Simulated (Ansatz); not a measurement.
# SiH₄ + GeF₂: a complex and its separated parts, part 2 of 2

Ansatz 0.2.0, Gaussian basis.

### 14 wB97X-V/def2-TZVPP

The inputs:

parta/in.yaml

```yaml
crystal:
  periodic: [false, false, false]
  atoms:
    - {symbol: Si, position_ang: [-0.866331, -0.843323, -0.060184]}
    - {symbol: H, position_ang: [-0.818371, 0.617137, 0.202844]}
    - {symbol: H, position_ang: [-0.615743, -1.582184, 1.203041]}
    - {symbol: H, position_ang: [-2.205018, -1.207316, -0.589205]}
    - {symbol: H, position_ang: [0.173890, -1.200952, -1.057426]}
basis:
  gaussian: {orbitals: def2-TZVPP}
hamiltonian: {xc: {name: wB97X-V}}
```

partb/in.yaml

```yaml
crystal:
  periodic: [false, false, false]
  atoms:
    - {symbol: Ge, position_ang: [1.074423, 1.937816, 0.515010]}
    - {symbol: F, position_ang: [1.393207, 1.824809, -1.196666]}
    - {symbol: F, position_ang: [1.864044, 0.453916, 0.982685]}
basis:
  gaussian: {orbitals: def2-TZVPP}
hamiltonian: {xc: {name: wB97X-V}}
```

The same command starts each run, in its folder.

Run with:

```
> ansatz run in.yaml --threads 4 --pin off --events-out ev --progress --plain --max-ram 9574MiB
```

Output in parta, shortened:

```text
Functional definition: wB97X-V
  name "wB97X-V"
  cite "Mardirossian & Head-Gordon, Phys. Chem. Chem. Phys. 16, 9904 (2014) doi:10.1039/C3CP54374A"
  cite "Becke, J. Chem. Phys. 107, 8554 (1997) doi:10.1063/1.475007"
  cite "Vydrov & Van Voorhis, J. Chem. Phys. 133, 244103 (2010) doi:10.1063/1.3521275"
[...]
      + integral(e_c_pw_opposite_spin*poly(b97_u_opposite, cos0, cos1)) + vv10(b, c)
527 factors; their error is unknown
136 factors; integrals over basis functions are off by at most 1.1e-5 eV
[...]
mean field -7941.38119340 eV, -291.8403759960 hartree, gradient 2.9e-5 eV, S^2 0.000000; 0 other end points of the search recorded, 0 dependent functions left out
reference -7941.38119166 eV, -291.8403759321 hartree; 9, 9 occupied and 89, 89 virtual orbitals, 527 factors
Total energy: -7941.38119166 eV, -291.8403759321 hartree
```

Log of partb, shortened:

```text
[... 5 set-up lines as earlier in the session ...]
[...]
      + integral(e_c_pw_opposite_spin*poly(b97_u_opposite, cos0, cos1)) + vv10(b, c)
701 factors; their error is unknown
118 factors; integrals over basis functions are off by at most 3.8e-5 eV
[...]
mean field -61949.45963718 eV, -2276.6006508144 hartree, gradient 4.9e-5 eV, S^2 0.000000; 0 other end points of the search recorded, 0 dependent functions left out
reference -61949.45963612 eV, -2276.6006507755 hartree; 25, 25 occupied and 85, 85 virtual orbitals, 701 factors
Total energy: -61949.45963612 eV, -2276.6006507755 hartree
```

Wall times: 0.95 s (parta), 2.2 s (partb) on 4 threads of Arm Neoverse V1, shared host.

### 15 wB97M-V/def2-TZVPP

Each input of step 14 (parta, partb) changes in the same lines:

```diff
-hamiltonian: {xc: {name: wB97X-V}}
+hamiltonian: {xc: {name: wB97M-V}}
```

The same command starts each run, in its folder.

Run with:

```
> ansatz run in.yaml --threads 4 --pin off --events-out ev --progress --plain --max-ram 9574MiB
```

parta printed, shortened:

```text
Functional definition: wB97M-V
  name "wB97M-V"
  cite "Mardirossian & Head-Gordon, J. Chem. Phys. 144, 214110 (2016) doi:10.1063/1.4952647"
[... 2 set-up lines as earlier in the session ...]
  # Of w^i u^j: cxij and so on, Table III.
[...]
  gx(w, u) = 1 - cx + cx01*u + cx10*w
[...]
      + integral(e_c_pw_mod_opposite_spin*gos(b97_w_opposite, b97_u_opposite)) + vv10(b, c)
527 factors; their error is unknown
136 factors; integrals over basis functions are off by at most 1.1e-5 eV
[...]
mean field -7941.54391921 eV, -291.8463560591 hartree, gradient 4.9e-5 eV, S^2 0.000000; 0 other end points of the search recorded, 0 dependent functions left out
reference -7941.54396160 eV, -291.8463576169 hartree; 9, 9 occupied and 89, 89 virtual orbitals, 527 factors
Total energy: -7941.54396160 eV, -291.8463576169 hartree
```

Output in partb, shortened:

```text
[... 5 set-up lines as earlier in the session ...]
  # Of w^i u^j: cxij and so on, Table III.
[...]
  gx(w, u) = 1 - cx + cx01*u + cx10*w
[...]
      + integral(e_c_pw_mod_opposite_spin*gos(b97_w_opposite, b97_u_opposite)) + vv10(b, c)
698 factors; their error is unknown
118 factors; integrals over basis functions are off by at most 3.8e-5 eV
[...]
mean field -61952.35012611 eV, -2276.7068743233 hartree, gradient 5.2e-5 eV, S^2 0.000000; 0 other end points of the search recorded, 0 dependent functions left out
reference -61952.35015184 eV, -2276.7068752688 hartree; 25, 25 occupied and 85, 85 virtual orbitals, 698 factors
Total energy: -61952.35015184 eV, -2276.7068752688 hartree
```

They took 1.4 s (parta), 2.4 s (partb) on 4 threads of Arm Neoverse V1, shared host.

### 16 B2PLYP/def2-TZVPP

The same edit goes into each in.yaml of step 15 (parta, partb):

```diff
-hamiltonian: {xc: {name: wB97M-V}}
+hamiltonian: {xc: {name: B2PLYP}}
```

Each run has its own folder and the same command.

Run with:

```
> ansatz run in.yaml --threads 4 --pin off --events-out ev --progress --plain --max-ram 9574MiB
```

Output in parta, shortened:

```text
Functional definition: B2PLYP
  name "B2PLYP"
  cite "Grimme, J. Chem. Phys. 124, 034108 (2006) doi:10.1063/1.2148954"
[... 2 set-up lines as earlier in the session ...]
[...]
537 factors; integrals over basis functions are off by at most 8.7e-4 eV
[...]
mean field -7937.89717973 eV, -291.7123408551 hartree, gradient 2.6e-6 eV, S^2 0.000000; 0 other end points of the search recorded, 0 dependent functions left out
5 core orbitals not correlated: weight in the atoms' cores, before any rotation towards them, 1.000 or more for the frozen orbitals, at most 0.000 for the correlated occupied ones
reference -7937.89731288 eV, -291.7123457483 hartree; 4, 4 occupied and 89, 89 virtual orbitals, 537 factors
second order -4.78243803 eV of doubles, -0.00000000 eV of singles
Total energy: -7939.18857115 eV, -291.7597986145 hartree
```

Log of partb, shortened:

```text
[... 5 set-up lines as earlier in the session ...]
[...]
741 factors; integrals over basis functions are off by at most 9.7e-4 eV
[...]
mean field -61937.44343888 eV, -2276.1590636720 hartree, gradient 8.0e-7 eV, S^2 0.000000; 0 other end points of the search recorded, 0 dependent functions left out
11 core orbitals not correlated: weight in the atoms' cores, before any rotation towards them, 1.000 or more for the frozen orbitals, at most 0.000 for the correlated occupied ones
reference -61937.44353642 eV, -2276.1590672562 hartree; 14, 14 occupied and 85, 85 virtual orbitals, 741 factors
second order -23.83388453 eV of doubles, -0.00000000 eV of singles
Total energy: -61943.87868524 eV, -2276.3955546136 hartree
```

They took 0.85 s (parta), 1.6 s (partb) on 4 threads of Arm Neoverse V1, shared host.

### 17 PBE-QIDH/def2-TZVPP

The same edit goes into each in.yaml of step 16 (parta, partb):

```diff
-hamiltonian: {xc: {name: B2PLYP}}
+hamiltonian: {xc: {name: PBE-QIDH}}
```

One command serves all of them, each in its own folder.

Run with:

```
> ansatz run in.yaml --threads 4 --pin off --events-out ev --progress --plain --max-ram 9574MiB
```

Log of parta, shortened:

```text
Functional definition: PBE-QIDH
  name "PBE-QIDH"
  cite "Brémond, Sancho-García, Pérez-Jiménez & Adamo, J. Chem. Phys. 141, 031101 (2014) doi:10.1063/1.4890314"
[... 1 set-up line as earlier in the session ...]
[...]
537 factors; integrals over basis functions are off by at most 8.7e-4 eV
[...]
mean field -7935.34606395 eV, -291.6185890793 hartree, gradient 4.6e-6 eV, S^2 0.000000; 0 other end points of the search recorded, 0 dependent functions left out
5 core orbitals not correlated: weight in the atoms' cores, before any rotation towards them, 1.000 or more for the frozen orbitals, at most 0.000 for the correlated occupied ones
reference -7935.34607452 eV, -291.6185894679 hartree; 4, 4 occupied and 89, 89 virtual orbitals, 537 factors
second order -4.44769166 eV of doubles, -0.00000000 eV of singles
Total energy: -7936.82863841 eV, -291.6730726859 hartree
```

Log of partb, shortened:

```text
[... 4 set-up lines as earlier in the session ...]
[...]
741 factors; integrals over basis functions are off by at most 9.7e-4 eV
[...]
mean field -61927.15890370 eV, -2275.7811139752 hartree, gradient 1.8e-6 eV, S^2 0.000000; 0 other end points of the search recorded, 0 dependent functions left out
11 core orbitals not correlated: weight in the atoms' cores, before any rotation towards them, 1.000 or more for the frozen orbitals, at most 0.000 for the correlated occupied ones
reference -61927.15891015 eV, -2275.7811142119 hartree; 14, 14 occupied and 85, 85 virtual orbitals, 741 factors
second order -22.14214557 eV of doubles, -0.00000000 eV of singles
Total energy: -61934.53962534 eV, -2276.0523504924 hartree
```

They took 0.55 s (parta), 1.5 s (partb) on 4 threads of Arm Neoverse V1, shared host.

### 18 RPA on PBE/def2-TZVPP

Each input of step 17 (parta, partb) changes in the same lines:

```diff
-hamiltonian: {xc: {name: PBE-QIDH}}
+hamiltonian: {xc: pbe}
+correlation: {method: rpa}
```

Each run has its own folder and the same command.

Run with:

```
> ansatz run in.yaml --threads 4 --pin off --events-out ev --progress --plain --max-ram 9574MiB
```

Log of parta, shortened:

```text
[... 4 set-up lines as earlier in the session ...]
[...]
537 factors; integrals over basis functions are off by at most 8.7e-4 eV
[...]
mean field -7938.15289260 eV, -291.7217381297 hartree, gradient 7.3e-6 eV, S^2 0.000000; 0 other end points of the search recorded, 0 dependent functions left out
5 core orbitals not correlated: weight in the atoms' cores, before any rotation towards them, 1.000 or more for the frozen orbitals, at most 0.000 for the correlated occupied ones
reference -7925.04969564 eV, -291.2402045230 hartree; 4, 4 occupied and 89, 89 virtual orbitals, 537 factors
Total energy: -7933.57984104 eV, -291.5536815845 hartree
```

Log of partb, shortened:

```text
[... 4 set-up lines as earlier in the session ...]
[...]
741 factors; integrals over basis functions are off by at most 9.7e-4 eV
[...]
mean field -61943.05661474 eV, -2276.3653440801 hartree, gradient 6.8e-6 eV, S^2 0.000000; 0 other end points of the search recorded, 0 dependent functions left out
11 core orbitals not correlated: weight in the atoms' cores, before any rotation towards them, 1.000 or more for the frozen orbitals, at most 0.000 for the correlated occupied ones
reference -61888.40174010 eV, -2274.3568144833 hartree; 14, 14 occupied and 85, 85 virtual orbitals, 741 factors
Total energy: -61917.85590609 eV, -2275.4392351185 hartree
```

Times: 0.85 s (parta), 1.8 s (partb) on 4 threads of Arm Neoverse V1, shared host.

### 19 CCSD(T)/def2-TZVPP

The same edit goes into each in.yaml of step 18 (parta, partb):

```diff
-hamiltonian: {xc: pbe}
-correlation: {method: rpa}
+correlation: {method: ccsd_t}
```

The same command starts each run, in its folder.

Run with:

```
> ansatz run in.yaml --threads 4 --pin off --events-out ev --progress --plain --max-ram 9574MiB
```

parta printed, shortened:

```text
Functional definition: HF
  name "HF"
  cite "Fock, Z. Phys. 61, 126 (1930) doi:10.1007/BF01340294"
[... 1 set-up line as earlier in the session ...]
[...]
537 factors; integrals over basis functions are off by at most 8.7e-4 eV
[...]
mean field -7925.54413184 eV, -291.2583747182 hartree, gradient 1.8e-6 eV, S^2 0.000000; 0 other end points of the search recorded, 0 dependent functions left out
5 core orbitals not correlated: weight in the atoms' cores, before any rotation towards them, 1.000 or more for the frozen orbitals, at most 0.000 for the correlated occupied ones
reference -7925.54413184 eV, -291.2583747182 hartree; 4, 4 occupied and 89, 89 virtual orbitals, 537 factors
second order -3.90715066 eV of doubles, -0.00000000 eV of singles
cycle   1  -4.49744189 eV  change   -5.9e-1 eV  update   5.5e-2
[...]
cycle   8  -4.71919404 eV  change   -6.5e-7 eV  update   3.7e-6
perturbative correction -0.10445336 eV, -0.0038385901 hartree
Total energy: -7930.36777924 eV, -291.4356404907 hartree
```

Log of partb, shortened:

```text
[... 4 set-up lines as earlier in the session ...]
[...]
741 factors; integrals over basis functions are off by at most 9.7e-4 eV
[...]
mean field -61889.99537622 eV, -2274.4153795305 hartree, gradient 2.4e-6 eV, S^2 0.000000; 0 other end points of the search recorded, 0 dependent functions left out
11 core orbitals not correlated: weight in the atoms' cores, before any rotation towards them, 1.000 or more for the frozen orbitals, at most 0.000 for the correlated occupied ones
reference -61889.99537622 eV, -2274.4153795305 hartree; 14, 14 occupied and 85, 85 virtual orbitals, 741 factors
second order -19.81739511 eV of doubles, -0.00000000 eV of singles
cycle   1  -19.11921746 eV  change    7.0e-1 eV  update   1.2e-1
[...]
cycle  10  -19.72831497 eV  change   -1.5e-5 eV  update   8.1e-6
perturbative correction -0.65361532 eV, -0.0240199200 hartree
Total energy: -61910.37730651 eV, -2275.1644016532 hartree
```

They took 1.1 s (parta), 3.5 s (partb) on 4 threads of Arm Neoverse V1, shared host.

### 20 Vibrations of SiH₄

vib-parta/in.yaml reads:

```yaml
crystal:
  periodic: [false, false, false]
  atoms:
    - {symbol: Si, position_ang: [-0.866331, -0.843323, -0.060184]}
    - {symbol: H, position_ang: [-0.818371, 0.617137, 0.202844]}
    - {symbol: H, position_ang: [-0.615743, -1.582184, 1.203041]}
    - {symbol: H, position_ang: [-2.205018, -1.207316, -0.589205]}
    - {symbol: H, position_ang: [0.173890, -1.200952, -1.057426]}
basis:
  gaussian: {orbitals: def2-TZVP}
hamiltonian: {xc: pbe0, dispersion: d4}
phonons: {temperatures: {t_min: 298.15, t_max: 900, t_step: 200}}
```

Run with:

```
> ansatz run in.yaml --threads 4 --pin off --events-out ev --progress --plain --max-ram 9574MiB
```

The log of the run, shortened:

```text
[... 5 set-up lines as earlier in the session ...]
[...]
444 factors; their error is unknown
[...]
mean field -7939.08540059 eV, -291.7560071664 hartree, gradient 2.9e-5 eV, S^2 0.000000; 0 other end points of the search recorded, 0 dependent functions left out
[...]
Atom 2 at    -0.615743    -1.582184     1.203041 Å, force     0.000013    -0.000001    -0.000026 eV/Å
Atom 3 at    -2.205018    -1.207316    -0.589205 Å, force    -0.000060     0.000125     0.000004 eV/Å
Atom 4 at     0.173890    -1.200952    -1.057426 Å, force    -0.000023    -0.000077     0.000033 eV/Å
Dipole moment:    -0.000017     0.000005     0.000002 e Å
Vibrations: 906.76 906.77 906.78 968.56 968.58 2235.39 2245.03 2245.04 2245.08 cm⁻¹, zero-point energy 0.844828 eV
```

Wall time 5.5 s (4 threads of Arm Neoverse V1, shared host).

Wavenumbers and character of the modes:

| mode | wavenumber (cm⁻¹) | character |
| --- | --- | --- |
| 1 | 907 | bend |
| 2 | 907 | bend |
| 3 | 907 | bend |
| 4 | 969 | bend |
| 5 | 969 | bend |
| 6 | 2235 | Si–H stretch |
| 7 | 2245 | Si–H stretch |
| 8 | 2245 | Si–H stretch |
| 9 | 2245 | Si–H stretch |

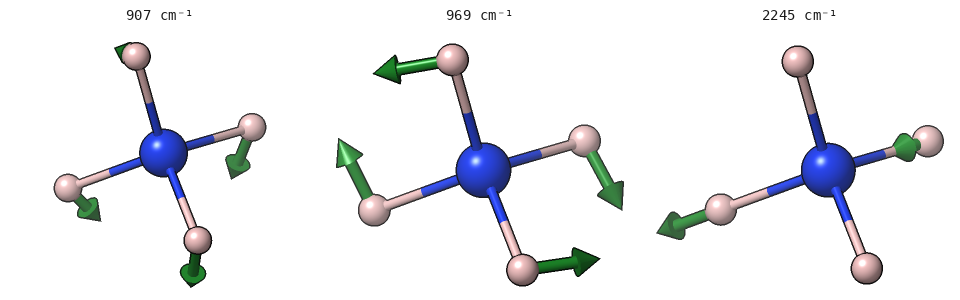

How the atoms move in 3 of the modes.

Vibrational sums (real modes only):

| T (K) | entropy (J/mol/K) | heat capacity (J/mol/K) |
| --- | --- | --- |
| 298 | 2.6 | 9.7 |
| 498 | 11.5 | 25.7 |
| 698 | 22.2 | 38.0 |
| 898 | 32.9 | 47.1 |

### 21 Vibrations of GeF₂

vib-partb/in.yaml reads:

```yaml
crystal:
  periodic: [false, false, false]
  atoms:
    - {symbol: Ge, position_ang: [1.074423, 1.937816, 0.515010]}
    - {symbol: F, position_ang: [1.393207, 1.824809, -1.196666]}
    - {symbol: F, position_ang: [1.864044, 0.453916, 0.982685]}
basis:
  gaussian: {orbitals: def2-TZVP}
hamiltonian: {xc: pbe0, dispersion: d4}
phonons: {temperatures: {t_min: 298.15, t_max: 900, t_step: 200}}
```

Run with:

```
> ansatz run in.yaml --threads 4 --pin off --events-out ev --progress --plain --max-ram 9574MiB
```

The log of the run, shortened:

```text
[... 5 set-up lines as earlier in the session ...]
[...]
713 factors; their error is unknown
[...]
mean field -61944.20435617 eV, -2276.4075227994 hartree, gradient 6.6e-5 eV, S^2 0.000000; 0 other end points of the search recorded, 0 dependent functions left out
[...]
Total energy: -61944.23582315 eV, -2276.4086791895 hartree
Atom 0 at     1.074423     1.937816     0.515010 Å, force    -0.000565     0.000881     0.000375 eV/Å
Atom 1 at     1.393207     1.824809    -1.196666 Å, force     0.000470    -0.001064     0.000985 eV/Å
Atom 2 at     1.864044     0.453916     0.982685 Å, force     0.000096     0.000183    -0.001360 eV/Å
Dipole moment:    -0.247088     0.355982     0.277327 e Å
Vibrations: 260.31 668.89 694.74 cm⁻¹, zero-point energy 0.100671 eV
```

Run time: 9.5 s. Hardware: 4 threads of Arm Neoverse V1, shared host.

The modes, with what each moves most:

| mode | wavenumber (cm⁻¹) | character |
| --- | --- | --- |
| 1 | 260 | bend |
| 2 | 669 | Ge–F stretch |
| 3 | 695 | Ge–F stretch |

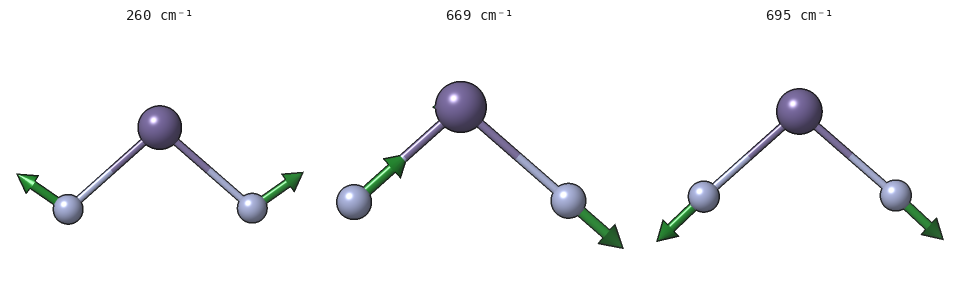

Displacements of 3 modes, as arrows.

Vibrational sums (real modes only):

| T (K) | entropy (J/mol/K) | heat capacity (J/mol/K) |
| --- | --- | --- |
| 298 | 9.7 | 14.5 |
| 498 | 18.7 | 20.1 |
| 698 | 25.9 | 22.3 |
| 898 | 31.6 | 23.3 |

### 22 Complex less separated parts

The complex's own energies come from single points at the same levels.

Rows are in def2-TZVPP; times add the 3 runs of a level on a shared host, so small differences are noise.

Differences are taken before rounding.

| method | rung | complex less parts (kcal/mol) | from CCSD(T) (kcal/mol) | time |
| --- | --- | --- | --- | --- |
| SPW92 | LDA | -6.43 | -4.39 | 2.7 s |
| PBE-D4 | GGA | -3.91 | -1.88 | 3.4 s |
| BLYP-D4 | GGA | -3.24 | -1.20 | 3.3 s |
| r2SCAN-D4 | meta-GGA | -3.68 | -1.64 | 6.1 s |
| B97M-V | meta-GGA | -2.93 | -0.90 | 11 s |
| PBE0-D4 | hybrid | -3.57 | -1.53 | 4.5 s |
| B3LYP-D4 | hybrid | -3.25 | -1.21 | 5 s |
| r2SCAN0-D4 | hybrid | -3.50 | -1.46 | 7.4 s |
| BHLYP-D4 | hybrid | -3.41 | -1.37 | 4.2 s |
| CAM-B3LYP-D4 | range-separated hybrid | -2.77 | -0.73 | 4.9 s |
| wB97X-V | range-separated hybrid | -2.54 | -0.50 | 8.7 s |
| wB97M-V | range-separated hybrid | -2.81 | -0.77 | 10 s |
| B2PLYP | double hybrid | -1.11 | +0.93 | 7 s |
| PBE-QIDH | double hybrid | -2.20 | -0.17 | 6.7 s |
| RPA on PBE | RPA | -1.04 | +1.00 | 6.3 s |
| Hartree-Fock | wavefunction | 1.59 | +3.62 |  |
| MP2 | wavefunction | -2.15 | -0.12 |  |
| CCSD | wavefunction | -1.56 | +0.48 |  |
| CCSD(T) | wavefunction | -2.04 | 0 | 1.7 min |

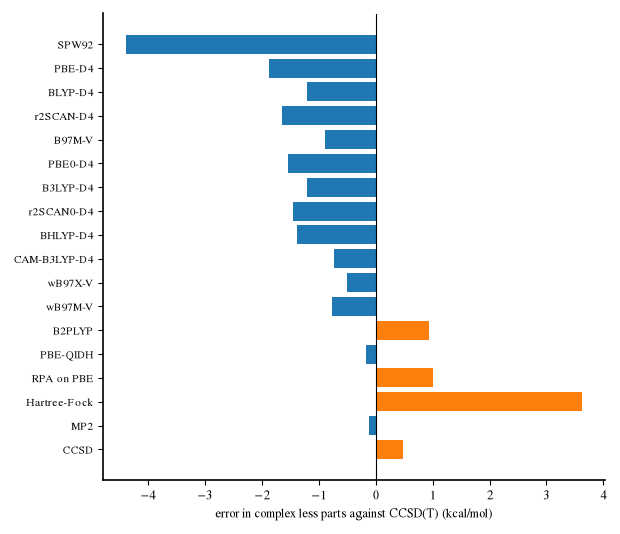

Deviations from CCSD(T), method by method.

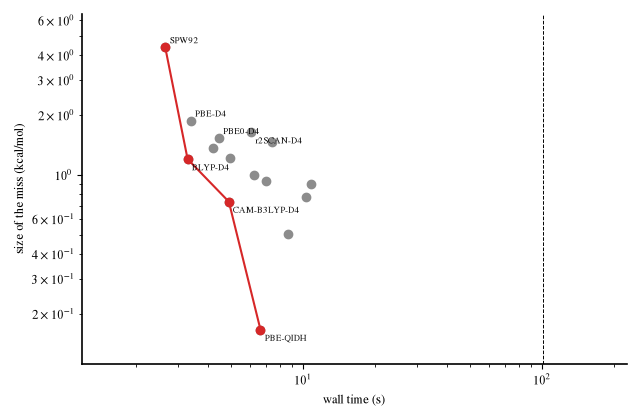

Miss against cost. Red marks the levels that no quicker level drawn beats (of those quicker than the yardstick), and the dashed line is the time of CCSD(T). Only those levels and the largest misses are named. Times are from a shared host.

PBE-QIDH reaches 0.17 kcal/mol from the reference in 6.7 s, where CCSD(T) took 1.7 min; the quickest level in the cost chart, SPW92, takes 2.7 s and misses by 4.39 kcal/mol.

The complex's zero-point energy, from a separate PBE0-D4 run, is 0.985 eV.

### 23 Summary of results

The summary covers parts 1 to 2.

| quantity | value |
| --- | --- |
| complex less parts, CCSD(T)/def2-TZVPP | -2.04 kcal/mol |
| with zero-point energy | -1.14 kcal/mol |
| largest T1 diagnostic | 0.015 |

What this shows: At CCSD(T) the complex lies 2.04 kcal/mol below its parts. Among the functionals PBE-QIDH lands nearest to CCSD(T) (-0.17 kcal/mol) and SPW92 farthest (-4.39 kcal/mol). By rung, the mean size of the error is: LDA 4.39, GGA 1.54, meta-GGA 1.27, hybrid 1.39, range-separated hybrid 0.67, double hybrid 0.55 kcal/mol. The double hybrids carry no dispersion term here, unlike the levels marked D4 or V. PBE-D4 gives a relative energy 1.88 kcal/mol too low, an error of 92 % of the reference. No counterpoise was applied, and triple zeta lacks some correlation, so the CCSD(T) reference has a basis error of its own, and close matches with it are partly luck.
